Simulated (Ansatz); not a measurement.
Energy landscape of Ga2O, singlet: map of symmetric stretch and bend. Scanned: O-Ga bond length and Ga-O-Ga angle.

Level of theory: CCSD on RHF/aug-cc-pVTZ, cores with 3d frozen run with Ansatz (an electronic-structure program).

Energy in kcal/mol above the lowest grid point; x is the O-Ga bond length (Å), y the Ga-O-Ga angle (°).

| y \ x | 1.55 | 1.67 | 1.76 | 1.85 | 1.94 | 2.03 | 2.12 | 2.21 | 2.31 | 2.40 | 2.46 |
|---|---|---|---|---|---|---|---|---|---|---|---|
| 180 | 55.6 | 12.0 | 0.5 | 0.0 | 6.4 | 17.0 | 30.2 | 44.7 | 61.5 | 76.7 | 86.7 |
| 173.95 | 55.7 | 12.1 | 0.6 | 0.0 | 6.4 | 17.0 | 30.1 | 44.6 | 61.5 | 76.7 | 86.6 |
| 165.32 | 56.2 | 12.5 | 0.8 | 0.2 | 6.5 | 17.0 | 30.1 | 44.5 | 61.3 | 76.5 | 86.4 |
| 156.68 | 57.2 | 13.1 | 1.3 | 0.4 | 6.6 | 17.0 | 30.0 | 44.4 | 61.1 | 76.2 | 86.1 |
| 148.04 | 58.7 | 14.1 | 1.9 | 0.9 | 6.8 | 17.1 | 29.9 | 44.1 | 60.7 | 75.8 | 85.6 |
| 139.41 | 60.9 | 15.5 | 3.0 | 1.6 | 7.2 | 17.3 | 29.9 | 44.0 | 60.4 | 75.3 | 85.1 |
| 130.77 | 64.0 | 17.7 | 4.5 | 2.7 | 8.0 | 17.7 | 30.1 | 44.0 | 60.2 | 75.0 | 84.7 |
| 122.14 | 68.5 | 20.8 | 6.9 | 4.4 | 9.2 | 18.5 | 30.6 | 44.2 | 60.2 | 74.8 | 84.4 |
| 113.50 | 74.9 | 25.3 | 10.3 | 6.9 | 11.1 | 19.9 | 31.6 | 44.9 | 60.6 | 74.9 | 84.4 |
| 104.86 | 84.1 | 31.7 | 15.3 | 10.8 | 14.0 | 22.1 | 33.3 | 46.1 | 61.4 | 75.5 | 84.8 |
| 96.23 | 97.7 | 41.3 | 22.6 | 16.5 | 18.5 | 25.7 | 36.0 | 48.3 | 63.0 | 76.7 | 85.8 |
| 85 | 127.8 | 62.1 | 38.6 | 28.9 | 28.3 | 33.4 | 42.2 | 53.2 | 66.9 | 79.8 | 88.3 |

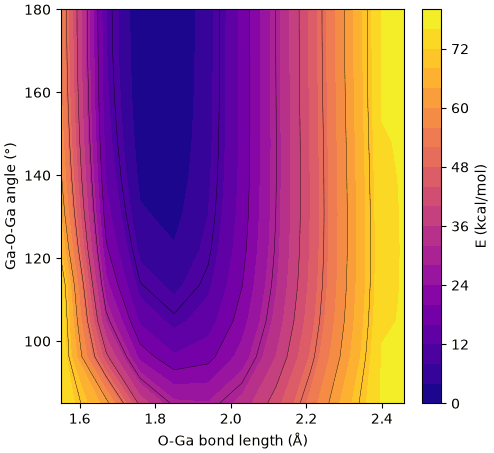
Figure. Energy surface, cut off at 76 kcal/mol.

Points that lie below all their neighbours on the grid: x = 1.85, y = 180 on the edge of the grid (0.0 kcal/mol).
